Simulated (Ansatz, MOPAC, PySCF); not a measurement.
SiH4 (SMILES [SiH4]) and C2H6O (SMILES CCO) are pulled apart as rigid monomers along the line of their centres of mass, from the B3LYP-D3(BJ)/def2-TZVP minimum. Starting geometry (charge 0, multiplicity 1):
```
atom    x (Å)    y (Å)    z (Å)
----  -------  -------  -------
Si    -0.0535  -0.0674  -0.0831
H     -1.2349   0.1941   0.7671
H     -0.3987   0.3154  -1.4767
H      0.3081  -1.4990  -0.0665
H      1.0879   0.7688   0.3487
C      0.1063   1.3019   3.8895
C     -0.2657  -0.1643   3.7602
O      0.5439  -0.8583   2.8116
H     -0.5568   1.8056   4.5965
H      0.0317   1.8051   2.9249
H      1.1301   1.4155   4.2569
H     -0.2146  -0.6613   4.7364
H     -1.2870  -0.2686   3.3924
H      1.4691  -0.7519   3.0588
```

Interaction energies with rigid monomers; basis-set methods are counterpoise corrected unless marked otherwise.

Rows in 6-31G* carry no dispersion term and start afresh at each structure (6-31G* with six Cartesian d functions). MP2/6-31G* freezes PySCF's default core. The state reached by PM3, PM7 isn't checked; PM7 holds dispersion and hydrogen-bond terms.

Programs: Ansatz (Gaussian basis) for Hartree–Fock, density functionals and correlated methods; MOPAC for PM3, PM7 (differences of heats of formation); PySCF for 6-31G* rows. Values without a source in brackets are computed.

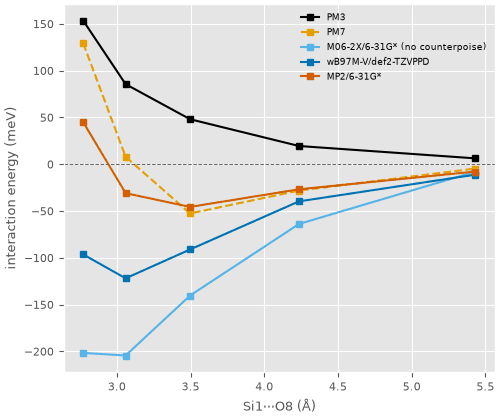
*Interaction energy against separation*

Question: Which level binds most strongly at Si1···O8 = 3.06, and by how much?

Answer: M06-2X/6-31G* (no counterpoise), -204 meV.

Ansatz is a program for electronic structure.
